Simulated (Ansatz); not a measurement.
# What PbS2 (model cell, started as rutile) distorts into

Wanted: the energy along a soft mode of PbS2 (model cell, started as rutile) and the structure at the end.

Method: DFT PBEsol, scalar-relativistic, plane waves, PAW, in Ansatz 0.2.0.

The structure was built from a prototype and need not be the compound's stable phase.

## Step 1: The starting structure

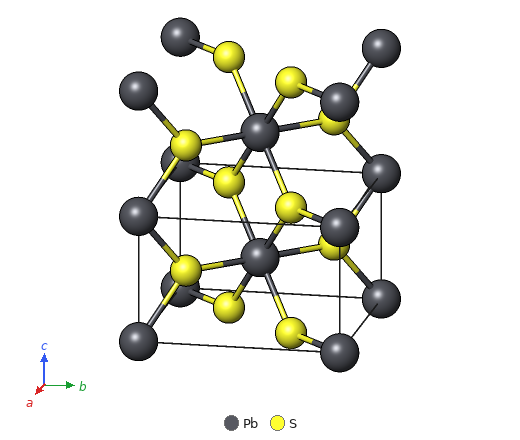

The starting structure, seen slightly off an axis (lead dark grey, sulfur yellow). 1×1×2 cells are drawn. Some periodic images of atoms are drawn too.

## Step 2: Response at finite wavevector

The cell comes from relaxations at this level that are not shown. Stability and thermal properties need the whole zone. Linear response on a 2×2×4 q mesh gives force constants as far as a supercell of that size would.

Input file input.yaml:

```yaml
crystal:
  lattice:
    - [6.2811235934, 0.0, 0.0]
    - [0.0, 6.2811235934, 0.0]
    - [0.0, 0.0, 3.9771181291]
  atoms:
    - { symbol: Pb, position: [0.0, 0.0, 0.0] }
    - { symbol: Pb, position: [0.5, 0.5, 0.5] }
    - { symbol: S, position: [0.3051114232, 0.3051114232, 0.0] }
    - { symbol: S, position: [0.6948885768, 0.6948885768, 0.0] }
    - { symbol: S, position: [0.8051114232, 0.1948885768, 0.5] }
    - { symbol: S, position: [0.1948885768, 0.8051114232, 0.5] }
kpoints:
  mp_grid: { grid: [6, 6, 8] }
hamiltonian:
  xc: pbesol
scf:
  occupations: { method: gaussian, width: 0.01 }
output:
  eigenvalues: true
phonons:
  method: dfpt
  qmesh: [2, 2, 4]
  temperatures: { t_max: 1000, t_step: 50 }
  qpath:
    path:
      - [[0.0, 0.0, 0.0], [0.0, 0.5, 0.0], [0.5, 0.5, 0.0], [0.0, 0.0, 0.0], [0.0, 0.0, 0.5], [0.0, 0.5, 0.5], [0.5, 0.5, 0.5], [0.0, 0.0, 0.5]]
      - [[0.0, 0.5, 0.0], [0.0, 0.5, 0.5]]
      - [[0.5, 0.5, 0.0], [0.5, 0.5, 0.5]]
    npoints: 10
```

Launch:

```
ansatz run input.yaml --threads 8 --pin off --max-ram 14336MiB --backend cpu --events-out ev --progress --plain --runs-dir out
```

Numbers of over 12 decimals in the logs are rounded to 6 here.

Log:

```text
Warning: phonons: the dynamical matrix that this run interpolates holds no multipole term above the dipole-dipole one, and a site of this crystal is no centre of inversion, so its interpolated transverse optical and acoustic branches and sound speeds can stay off near Gamma, and the density of states and the thermodynamics with them. What a run solves at a wave vector of phonons.qpoints, Gamma apart, where the deck admits one, is free of this, and under fd what a larger phonons.supercell samples
Engine: ansatz 0.2.0, aarch64-unknown-linux-gnu
Pseudopotentials: kind: paw
Pseudopotential: Pb, paw, valence charge 14, recommended cutoff 420 eV (normal), Pb.paw.azcp
Pseudopotential: S, paw, valence charge 6, recommended cutoff 420 eV (normal), S.paw.azcp
Functional definition: PBEsol
  exchange = pbesol_x
  correlation = pbesol_c
Crystal: 6 atoms, lattice volume = 156.907 Å³
Basis set: ecut = 420 eV, 3089 PW (Γ), exchange–correlation on 96×96×60 points (8 copies of the dense FFT grid, shifted against one another)
Bands: 32, of which v1, the nominal top of the filled ones, is band 26 counted from 1 (25 counted from 0)
Symmetry: 16 space group operations
k-points: 50 of 288
Non-local potential: Pb, projectors of the file, l = 0: 2, l = 1: 2, l = 2: 2, l = 3: 2
Non-local potential: S, projectors of the file, l = 0: 2, l = 1: 2, l = 2: 2
PAW form: soft (Blöchl's): semilocal exchange-correlation on the pseudo side does not see the compensation charge
PAW frozen core: Pb, regenerated for the run's functional, and the local potential with it (the file was generated under x = pbe(κ = 0.804, μ = 0.219515), c = pbe(β = 0.066725))
PAW frozen core: S, regenerated for the run's functional, and the local potential with it (the file was generated under x = pbe(κ = 0.804, μ = 0.219515), c = pbe(β = 0.066725))
PAW one-centre angular grid: Pb, 590 points (default); XC on 64 Gauss nodes
PAW one-centre angular grid: S, 110 points (default); XC on 64 Gauss nodes
Initial density: superposition of atomic densities (neutral atoms: chi_scale 0, normalization atom), corrected by the library's trained network
Initial wavefunctions: pseudopotential atomic-orbital guess
Functional: x = pbesol(κ = 0.804, μ = 0.123457), c = pbesol(β = 0.046)
SCF iter   1: F=—  HF=-27048.592904 eV  |F-HF|=—  |Δ(HF+E_count)|=         —  Δρ=4.23e-3  dr2=4.19e-2  ethr=1.77e-3  ⟨swp⟩=8.4  Hψ=8251  notcnv=0
preconditioner: auto → Resta (q_TF=auto, 2.270 Å⁻¹)  ε∞=3.7  [insulator: Δε(μ)=0.159 eV  Ē_g=13.003 eV  σ=0.010 eV  W_gap=1.00  n_scr=38 (ndim 8)  ℏωp=21.4 eV  f_vac=0.040  D(μ)=0.00/eV (n_scr^D=0)  ε∞_Penn≈3.7]
SCF iter   2: F=—  HF=-27048.582054 eV  |F-HF|=—  |Δ(HF+E_count)|=   1.08e-2  Δρ=1.64e-3  dr2=5.66e-3  ethr=8.07e-5  ⟨swp⟩=2.7  Hψ=2841  notcnv=0  defer=87
SCF iter   3: F=—  HF=-27048.580978 eV  |F-HF|=—  |Δ(HF+E_count)|=   1.08e-3  Δρ=4.86e-4  dr2=3.64e-4  ethr=1.09e-5  ⟨swp⟩=3.3  Hψ=3050  notcnv=0  defer=87
SCF iter   4: F=—  HF=-27048.581099 eV  |F-HF|=—  |Δ(HF+E_count)|=   1.21e-4  Δρ=1.25e-4  dr2=3.98e-5  ethr=7.00e-7  ⟨swp⟩=2.7  Hψ=2211  notcnv=0  defer=87
SCF iter   5: F=—  HF=-27048.581125 eV  |F-HF|=—  |Δ(HF+E_count)|=   2.61e-5  Δρ=3.86e-5  dr2=2.64e-6  ethr=7.65e-8  ⟨swp⟩=2.1  Hψ=2003  notcnv=0  defer=87
SCF iter   6: F=—  HF=-27048.581128 eV  |F-HF|=—  |Δ(HF+E_count)|=   2.88e-6  Δρ=5.21e-6  dr2=7.70e-8  ethr=5.07e-9  ⟨swp⟩=2.1  Hψ=2369  notcnv=0  defer=87
SCF iter   7: F=—  HF=-27048.581128 eV  |F-HF|=—  |Δ(HF+E_count)|=   1.34e-7  Δρ=2.81e-6  dr2=1.38e-8  ethr=1.48e-10  ⟨swp⟩=2.1  Hψ=2473  notcnv=0  defer=87
SCF iter   8: F=—  HF=-27048.581128 eV  |F-HF|=—  |Δ(HF+E_count)|=   3.77e-9  Δρ=5.39e-7  dr2=4.30e-10  ethr=2.66e-11  ⟨swp⟩=2.0  Hψ=2784  notcnv=0  defer=87
SCF iter   9: F=—  HF=-27048.581128 eV  |F-HF|=—  |Δ(HF+E_count)|=  2.11e-10  Δρ=1.68e-7  dr2=4.50e-11  ethr=1.00e-12  ⟨swp⟩=2.0  Hψ=2068  notcnv=0  defer=87
SCF iter  10: F=-27048.581128 eV  HF=-27048.581128 eV  |F-HF|=3.64e-12  |Δ(HF+E_count)|=    0.00e0  Δρ=5.19e-8  dr2=4.07e-12  ethr=1.00e-12  ⟨swp⟩=11.9  Hψ=8825  notcnv=0
SCF 1 converged in 10 iterations: F = -27048.581128 eV  dr2 = 4.07e-12
  greatest PAW one-centre occupation: 0.982 electrons in one spin orbital (limit 2), on the Pb atom at site 0 (counted from 0), in its partial waves of l = 2
Initial density: read from a saved state, or passed on in memory by an earlier SCF of this step, an earlier step, the calling program or the single point that the run made first
[...]
SCF iter   1: F=—  HF=-27048.581129 eV  |F-HF|=—  |Δ(HF+E_count)|=         —  Δρ=8.83e-7  dr2=2.16e-9  ethr=1.88e-7  ⟨swp⟩=3.3  Hψ=13243  notcnv=0
eigensolver tolerance schedule: the retry pair's looser diagonalisation over-reported the residual by 45270.75 of it (diagonalisation noise at an unbounded share of the residual, at the tolerance the schedule requests for it); recorded, not acted on — ethr = c·dr2/N_el stays at c = 1.0e-1
preconditioner: auto → Resta (q_TF=auto, 2.270 Å⁻¹)  ε∞=3.7  [insulator: Δε(μ)=0.170 eV  Ē_g=13.017 eV  σ=0.010 eV  W_gap=1.00  n_scr=38 (ndim 8)  ℏωp=21.4 eV  f_vac=0.033  D(μ)=0.00/eV (n_scr^D=0)  ε∞_Penn≈3.7]
SCF iter   2: F=—  HF=-27048.581128 eV  |F-HF|=—  |Δ(HF+E_count)|=   7.99e-7  Δρ=5.41e-7  dr2=8.95e-10  ethr=4.15e-12  ⟨swp⟩=4.1  Hψ=4705  notcnv=0
SCF iter   3: F=—  HF=-27048.581128 eV  |F-HF|=—  |Δ(HF+E_count)|=  2.00e-10  Δρ=3.17e-7  dr2=2.95e-10  ethr=1.72e-12  ⟨swp⟩=1.1  Hψ=1606  notcnv=0
SCF iter   4: F=—  HF=-27048.581128 eV  |F-HF|=—  |Δ(HF+E_count)|=  6.91e-11  Δρ=1.79e-7  dr2=8.84e-11  ethr=1.00e-12  ⟨swp⟩=1.0  Hψ=1600  notcnv=0
SCF iter   5: F=-27048.581128 eV  HF=-27048.581128 eV  |F-HF|=7.28e-12  |Δ(HF+E_count)|=  1.09e-11  Δρ=3.97e-8  dr2=3.65e-12  ethr=1.00e-12  ⟨swp⟩=3.7  Hψ=4854  notcnv=0
SCF 2 converged in 5 iterations: F = -27048.581128 eV  dr2 = 3.65e-12
  greatest PAW one-centre occupation: 0.982 electrons in one spin orbital (limit 2), on the Pb atom at site 1 (counted from 0), in its partial waves of l = 2
k-points: 104 of 288 (irreducible under 2 space group operations, time reversal used)
iter 1 solved again at ethr=1.74e-7 eV; its pass at ethr=3.10e-3 eV (dr2=9.05e-5 eV) is discarded
SCF iter   1: F=—  HF=-27048.581129 eV  |F-HF|=—  |Δ(HF+E_count)|=         —  Δρ=7.11e-7  dr2=1.40e-9  ethr=1.74e-7  ⟨swp⟩=3.6  Hψ=22779  notcnv=0  defer=416
eigensolver tolerance schedule: the retry pair's looser diagonalisation over-reported the residual by 64903.34 of it (diagonalisation noise at an unbounded share of the residual, at the tolerance the schedule requests for it); recorded, not acted on — ethr = c·dr2/N_el stays at c = 1.0e-1
preconditioner: auto → Resta (q_TF=auto, 2.270 Å⁻¹)  ε∞=3.7  [insulator: Δε(μ)=0.170 eV  Ē_g=13.032 eV  n_scr=38 (ndim 8)  ℏωp=21.4 eV  f_vac=0.033  ε∞_Penn≈3.7]
SCF iter   2: F=—  HF=-27048.581128 eV  |F-HF|=—  |Δ(HF+E_count)|=   1.07e-6  Δρ=4.86e-7  dr2=7.12e-10  ethr=2.68e-12  ⟨swp⟩=4.4  Hψ=9881  notcnv=0  defer=416
SCF iter   3: F=—  HF=-27048.581128 eV  |F-HF|=—  |Δ(HF+E_count)|=  1.46e-10  Δρ=2.92e-7  dr2=2.50e-10  ethr=1.37e-12  ⟨swp⟩=1.1  Hψ=3161  notcnv=0  defer=416
SCF iter   4: F=-27048.581128 eV  HF=-27048.581128 eV  |F-HF|=6.91e-11  |Δ(HF+E_count)|=  4.00e-11  Δρ=1.83e-7  dr2=9.33e-11  ethr=1.00e-12  ⟨swp⟩=11.2  Hψ=14770  notcnv=0
SCF 3 converged in 4 iterations: F = -27048.581128 eV  dr2 = 9.33e-11
NSCF: frozen V_eff on 104 k-points
NSCF: frozen V_eff on 50 k-points
[...]
DFPT response loops at q = (0, 0, 0) (fractional): preconditioner auto → Resta (q_TF=auto, 2.270 Å⁻¹)  ε∞=18.8 (no band partly filled); β = 1.00, the filter's whole step (`scf.mixing.beta` (0.50) is not read by the response loops at its default; to damp them type it under 1.00, their step now; it binds the ground state too); Broyden in place of MSR1
NSCF: frozen V_eff on 320 k-points
DFPT response loops at q = (0, 0, 0.25) (fractional): mixed as the last ones told, above
NSCF: frozen V_eff on 200 k-points
DFPT response loops at q = (0, 0, -0.5) (fractional): mixed as the last ones told, above
NSCF: frozen V_eff on 200 k-points
DFPT response loops at q = (0, -0.5, 0) (fractional): mixed as the last ones told, above
NSCF: frozen V_eff on 320 k-points
DFPT response loops at q = (0, -0.5, 0.25) (fractional): mixed as the last ones told, above
NSCF: frozen V_eff on 200 k-points
DFPT response loops at q = (0, -0.5, -0.5) (fractional): mixed as the last ones told, above
NSCF: frozen V_eff on 200 k-points
DFPT response loops at q = (-0.5, -0.5, 0) (fractional): mixed as the last ones told, above
NSCF: frozen V_eff on 320 k-points
DFPT response loops at q = (-0.5, -0.5, 0.25) (fractional): mixed as the last ones told, above
NSCF: frozen V_eff on 200 k-points
DFPT response loops at q = (-0.5, -0.5, -0.5) (fractional): mixed as the last ones told, above
SCF converged after 10 iterations
Free energy (F): -27048.581128 eV
Harris-Foulkes:  -27048.581128 eV  (|F-HF|=3.64e-12)
Internal energy: -27048.581128 eV  (E = F + TS)
E sigma→0 (E₀):  -27048.581128 eV
Fermi energy:    5.548786 eV
--- Per-component energies (eV) ---
  E_band       = -203.901079
  E_kinetic    = 1002.543171
  E_local      = -3285.339695  (includes V_loc(G=0)·N_el)
  E_nonlocal   = 824.463255
  E_hartree    = 1285.008029
  E_xc         = -814.768103
  E_vxc        = -605.588270  (∫ρ·V_xc dr)
  E_paw        = -22860.252128  (= ΣΔE_a)
  E_vpaw       = -709.995631  (= ΣTr[D̂ρ^β])
  E_aug_tail   = 0.000101  (compensation charges beyond the density's cutoff)
  E_ewald      = -3200.607789
  E_core_change = 0.372030  (= ΣΔE_core)
  E_smearing   = -0.000000  (= −TS)
  E_closure    = 0.000000  (closes the sum)
  Σ components = -27048.581128   (vs F -27048.581128, Δ=0.00e0)
--- Band table (eV; the first three rows and the last of 50) ---
  k-point 0: bands = [... 22 lower, 4.8386, 4.8386, 5.2536, 5.2536, 5.9038, 6.8601, 8.7154, 8.7154, ... 2 higher]
  k-point 1: bands = [... 22 lower, 4.2071, 5.2903, 5.2949, 5.2949, 5.7894, 7.2071, 9.3877, 9.3877, ... 2 higher]
  k-point 2: bands = [... 22 lower, 3.5576, 5.1492, 5.1492, 5.4642, 5.7662, 7.4634, 10.0561, 10.5461, ... 2 higher]
  k-point 49: bands = [... 22 lower, 4.9069, 4.9069, 5.0528, 5.0528, 5.8605, 5.8605, 10.6816, 10.6816, ... 2 higher]
--- Phonons (Γ-DFPT): 4 representative perturbations + reference (Σ response iterations 12) ---
  ASR residual: 3.837e-5 → 0.000e0 eV/Å²; symmetrization residual: 3.649e-6 eV/Å²
  ASR residual per site (eV/Å²): 3.84e-5 3.84e-5 3.43e-5 3.43e-5 3.43e-5 3.43e-5
  Γ frequencies (cm⁻¹): -83.01 -83.01 -81.87 -61.85 0.00 0.00 0.00 30.40 95.90 95.90 190.95 190.95 203.34 241.64 241.64 248.23 276.76 298.15
--- Phonons (arbitrary-q DFPT): 9 irreducible q on the 2×2×4 mesh ---
  q = [0.0000, 0.0000, 0.0000] (star 1, of the zone-centre solve; hermiticity 1.09e-6, symmetrization 7.68e-12): -83.01 -83.01 -81.87 -61.85 -0.00 -0.00 0.00 30.40 95.90 95.90 190.95 190.95 203.34 241.64 241.64 248.23 276.76 298.15
  q = [0.0000, 0.0000, 0.2500] (star 2, 4 solved perturbations in 528 linear systems a pass and spin channel, the states on 160 of 288 k-point pairs; hermiticity 6.31e-7, symmetrization 7.19e-13): -86.52 -85.77 -85.77 -55.87 22.73 22.73 75.39 76.97 78.69 78.69 228.98 228.98 231.18 235.76 235.76 249.90 278.11 297.09
  q = [0.0000, 0.0000, -0.5000] (star 1, 4 solved perturbations in 330 linear systems a pass and spin channel, the states on 100 of 288 k-point pairs; hermiticity 8.69e-7, symmetrization 2.50e-13): -85.11 -85.11 -82.97 -82.97 39.28 39.28 60.11 60.11 107.25 107.25 225.10 225.10 244.58 244.58 250.52 250.52 290.60 290.60
  q = [0.0000, -0.5000, 0.0000] (star 2, 6 solved perturbations on 100 of 288 k-point pairs; hermiticity 1.59e-6, symmetrization 8.39e-13): -80.55 -80.55 -59.15 -59.15 22.83 22.83 70.82 70.82 73.59 73.59 185.58 185.58 232.91 232.91 236.99 236.99 289.79 289.79
  q = [0.0000, -0.5000, 0.2500] (star 4, 6 solved perturbations on 160 of 288 k-point pairs; hermiticity 9.60e-7, symmetrization 3.49e-13): -80.15 -80.15 -68.55 -68.55 34.74 34.74 52.57 52.57 98.80 98.80 216.24 216.24 228.10 228.10 250.75 250.75 291.56 291.56
  q = [0.0000, -0.5000, -0.5000] (star 2, 6 solved perturbations on 100 of 288 k-point pairs; hermiticity 9.58e-7, symmetrization 4.81e-13): -85.92 -85.92 -65.64 -65.64 23.81 23.81 31.69 31.69 126.45 126.45 209.72 209.72 245.15 245.15 254.17 254.17 292.95 292.95
  q = [-0.5000, -0.5000, 0.0000] (star 1, 4 solved perturbations in 330 linear systems a pass and spin channel, the states on 100 of 288 k-point pairs; hermiticity 1.09e-6, symmetrization 1.78e-12): -91.17 -91.17 -88.94 -88.94 17.48 17.48 32.07 32.07 103.14 103.14 196.60 196.60 230.16 230.16 242.27 242.27 282.23 282.23
  q = [-0.5000, -0.5000, 0.2500] (star 2, 4 solved perturbations in 528 linear systems a pass and spin channel, the states on 160 of 288 k-point pairs; hermiticity 8.26e-7, symmetrization 5.50e-13): -87.42 -87.42 -80.96 -80.96 17.62 17.62 80.56 80.56 84.64 84.64 228.39 228.39 231.46 231.46 233.61 233.61 289.70 289.70
  q = [-0.5000, -0.5000, -0.5000] (star 1, 4 solved perturbations in 330 linear systems a pass and spin channel, the states on 100 of 288 k-point pairs; hermiticity 1.05e-6, symmetrization 1.42e-12): -83.65 -83.65 -62.27 -62.27 18.71 18.71 60.91 60.91 111.85 111.85 223.55 223.55 232.61 232.61 244.33 244.33 293.33 293.33
  sum rule: each row above includes the acoustic sum rule's correction from the zone centre's row sums; it moved no ω² by more than (0.54 cm⁻¹)²
  mesh force constants: q→R imaginary residual 4.38e-18; ASR residual 3.837e-5 → 0.000e0 eV/Å²; symmetrization residual 5.329e-15 eV/Å²
  interpolated dispersion: 93 rows × 18 modes
  density of states and harmonic sums: on the 10×10×16 q-mesh, interpolated from the force constants of a 2×2×4 supercell (no non-analytic term)
  largest difference from the sums on the solved wave vectors: F 4.95e-2 eV, S 6.51e-5 and C_V 1.56e-5 eV/K
  zero-point energy: 0.143809 eV/cell   skipped modes (ω ≤ 0): 760, of them read as no rigid motion or as one in doubt: 757 (4.005e0 modes/cell left out, lowest -92.02 cm⁻¹)   left out of the sums: 2.23e-1 of the cell's modes: C_V's classical limit lies that fraction below 3 k_B per atom; for a crystal, a wire or a layer, F and S can be off by more, and a phonons.interpolated_qmesh denser along its periods is the remedy for the sampling
```

Run time: 10 min. Hardware: 8 threads of Arm Neoverse N1, shared host; peak memory 2.3 GiB; 80 min of CPU time.

Numbers from this step:

```yaml
gap_on_the_k_mesh: 0.1696 eV
volume_per_atom: 26.15 Å³
sum_rule_residual_before_enforcement: 3.84e-5 eV/Å²
lowest_frequency_on_the_path: -92.02 cm⁻¹
point_group: 4/mmm
highest_frequency_on_the_path_or_at_a_solved_wavevector: 298.1 cm⁻¹
highest_optical_mode_at_the_zone_centre_no_lo_to_term: 298.1 cm⁻¹
lowest_optical_zone_centre_mode: -83.01 cm⁻¹
lowest_mode_on_the_q_mesh_acoustic_modes_at_gamma_apart: -91.17 cm⁻¹
```

Frequencies (cm⁻¹) solved at each irreducible wavevector; negative means imaginary. Frequencies by wavevector, by row:

```csv
q in reciprocal lattice units,star,mode 1,mode 2,mode 3,mode 4,mode 16,mode 17,mode 18
0 0 0,1,-83,-83,-81.9,-61.9,248.2,276.8,298.1
0 0 0.25,2,-86.5,-85.8,-85.8,-55.9,249.9,278.1,297.1
0 0 -0.5,1,-85.1,-85.1,-83,-83,250.5,290.6,290.6
0 -0.5 0,2,-80.5,-80.5,-59.1,-59.1,237,289.8,289.8
0 -0.5 0.25,4,-80.2,-80.2,-68.5,-68.5,250.8,291.6,291.6
0 -0.5 -0.5,2,-85.9,-85.9,-65.6,-65.6,254.2,292.9,292.9
-0.5 -0.5 0,1,-91.2,-91.2,-88.9,-88.9,242.3,282.2,282.2
-0.5 -0.5 0.25,2,-87.4,-87.4,-81,-81,233.6,289.7,289.7
-0.5 -0.5 -0.5,1,-83.7,-83.7,-62.3,-62.3,244.3,293.3,293.3
```

Interpolated from a 2×2×4 q mesh, without the LO-TO term. Phonon branches along the path, in cm⁻¹:

```csv
point,branch 1,branch 2,branch 3,branch 4,branch 15,branch 16,branch 17,branch 18
Γ,-83,-83,-82,-62,242,248,277,298
X,-80,-80,-59,-59,237,237,290,290
M,-91,-91,-89,-89,242,242,282,282
Γ,-83,-83,-82,-62,242,248,277,298
Z,-85,-85,-83,-83,250,250,291,291
R,-86,-86,-66,-66,254,254,293,293
A,-84,-84,-62,-62,244,244,293,293
Z,-85,-85,-83,-83,250,250,291,291
jump to X,-80,-80,-59,-59,237,237,290,290
R,-86,-86,-66,-66,254,254,293,293
jump to M,-91,-91,-89,-89,242,242,282,282
A,-84,-84,-62,-62,244,244,293,293
```

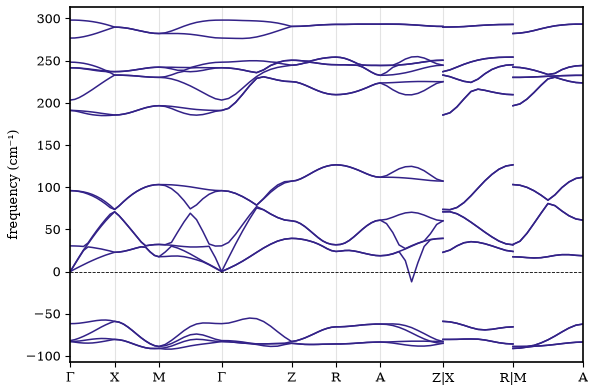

Phonon branches along the path.

Symmetry leaves 9 wavevectors to solve. The lowest mode among them, the acoustic zeros apart, lies at q = (-0.5, -0.5, 0) and is imaginary, 91.2i cm⁻¹, so the energy falls along it.

## Step 3: The mode frozen in, largest atomic shift 0 Å

The mode followed lies at q = (-0.5, -0.5, 0) with frequency 88.9i cm⁻¹ and is 2-fold degenerate, one of the unstable modes though not the softest. At small amplitude the distorted cell has space group no. 55 by a symmetry search on the positions. The undistorted cell that holds it gives the zero of energy on the same k mesh.

System of this step: PbS2 (model cell, started as rutile). The structure is tetragonal, space group P4_2/mnm (No. 136). The conventional cell has a = 6.281 Å, b = 6.281 Å, c = 3.977 Å, α = 90.00°, β = 90.00°, γ = 90.00°. Nearest to Pb lie 6 S at 2.64 to 2.71 Å. S has 3 Pb at 2.64 to 2.71 Å nearest. Farther neighbours and most contacts between anions are not listed.

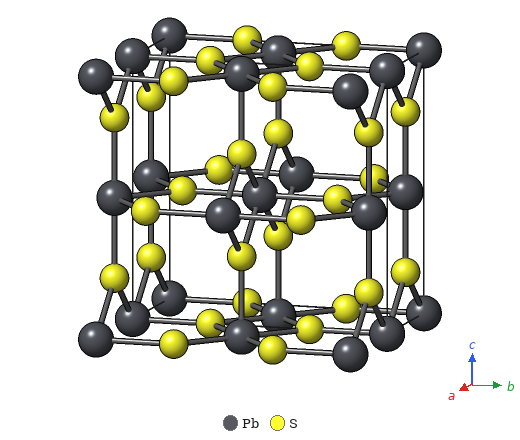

The cell of this step (lead dark grey, sulfur yellow). 2×1×1 cells are drawn. Some periodic images of atoms are drawn too.

Input file input.yaml:

```yaml
crystal:
  lattice:
    - [0.0, 0.0, -3.9771181291]
    - [-6.2811235934, -6.2811235934, 0.0]
    - [-6.2811235934, 6.2811235934, 0.0]
  atoms:
    - { symbol: Pb, position: [0.0, 0.5, 0.5] }
    - { symbol: Pb, position: [0.0, 0.0, 0.0] }
    - { symbol: Pb, position: [0.5, 0.0, 0.5] }
    - { symbol: Pb, position: [0.5, 0.5, 0.0] }
    - { symbol: S, position: [0.0, 0.1948885768, 0.5] }
    - { symbol: S, position: [0.0, 0.6948885768, 0.0] }
    - { symbol: S, position: [0.0, 0.8051114232, 0.5] }
    - { symbol: S, position: [0.0, 0.3051114232, 0.0] }
    - { symbol: S, position: [0.5, 0.0, 0.1948885768] }
    - { symbol: S, position: [0.5, 0.5, 0.6948885768] }
    - { symbol: S, position: [0.5, 0.0, 0.8051114232] }
    - { symbol: S, position: [0.5, 0.5, 0.3051114232] }
kpoints:
  mp_grid: { grid: [8, 4, 4] }
hamiltonian:
  xc: pbesol
scf:
  occupations: { method: gaussian, width: 0.01 }
output:
  forces: true
  stress: true
  eigenvalues: true
```

Log:

```text
[...]
Crystal: 12 atoms, lattice volume = 313.815 Å³
Basis set: ecut = 420 eV, 6117 PW (Γ), exchange–correlation on 54×120×120 points (8 copies of the dense FFT grid, shifted against one another)
Bands: 64, of which v1, the nominal top of the filled ones, is band 52 counted from 1 (51 counted from 0)
Symmetry: 32 space group operations
[...]
k-points: 30 of 128
[...]
k-point 0: bands = [... 48 lower, 4.8778, 4.8778, 5.2553, 5.2553, 5.9072, 6.1196, 6.1196, 6.8578, ... 4 higher]
  k-point 1: bands = [... 48 lower, 4.9512, 5.0550, 5.2132, 5.3382, 5.7439, 5.9319, 6.2347, 6.7851, ... 4 higher]
  k-point 2: bands = [... 48 lower, 5.0972, 5.0972, 5.3955, 5.3955, 5.5438, 5.5438, 6.5280, 6.5280, ... 4 higher]
  k-point 29: bands = [... 48 lower, 5.1459, 5.1459, 5.1459, 5.1459, 6.9153, 6.9153, 6.9153, 6.9153, ... 4 higher]
[key lines of the parts left out:]
SCF converged after 6 iterations
Free energy (F): -54097.157548 eV
Fermi energy:    5.536176 eV
P = ⅓ Tr σ = -0.0406 GPa (-0.406 kbar)
```

Wall time 8.8 s (8 threads); peak memory 1.4 GiB; 66 s of CPU time.

This step gave:

* pressure: -0.04065 GPa
* gap on the k-mesh: 0.01810 eV
* energy from the undistorted cell: 0 meV/atom

The run ends at a pressure of -0.04 GPa, with forces up to 0.011 eV/Å.

(Part 1 of 2 ends here.)

[Logs are printed without paths, hosts, clocks, repeated set-up lines and the standing remarks that a program may print on its own settings, such as how far it seeks lower states.]

[Hosts, paths, dates, database ids (printed as entryN), source tags and the programs' standing remarks are cut or masked in the printed files.]
